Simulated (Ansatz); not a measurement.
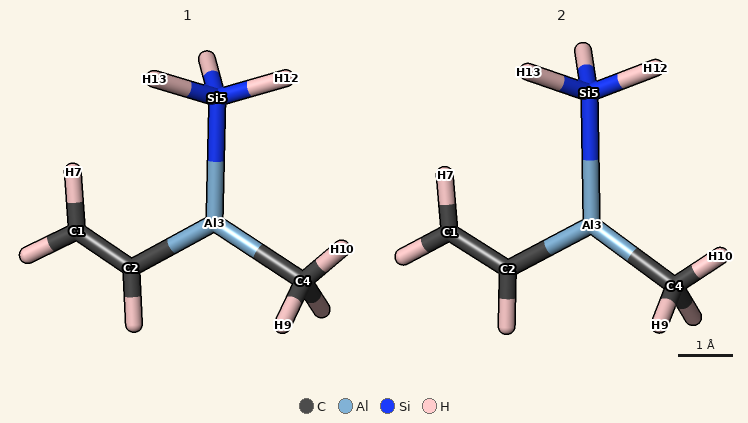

Two geometries of C3H9AlSi, drawn at one scale. One is the start of a relaxation, the other its converged end. Style: stick. Shown at a tilt.

Computed with RHF/6-31G* in Ansatz. Set-up: no spin polarisation; force threshold 0.015 eV/Å; at most 40 steps.

> Which geometry has the lower energy?

Structure 2 is the relaxed one. The run prepares an end point of a later path (torsion) calculation, from a guessed geometry. Over 9 accepted moves (10 points after the start) the energy falls by 0.682 eV. Largest force component: 4.5 eV/Å at the start, 0.012 eV/Å at the end. The line search rejected the trial step at point 2 of the run. The largest move after the best rigid fit is that of an H atom, 0.22 Å. Largest moves by element: H 0.22 Å, C 0.11 Å, Si 0.10 Å, Al 0.08 Å. Near-neighbour distances that change, for instance: Al–Si 2.365 → 2.488 Å, Al–C 2.058 → 1.978 Å, C–H 1.162 → 1.090 Å, C–C 1.266 → 1.331 Å. Among the angles between lasting bonds that change: H–C–H 114.9° → 107.5°, C–C–H 122.2° → 115.8°, Al–C–H 105.2° → 111.2°.
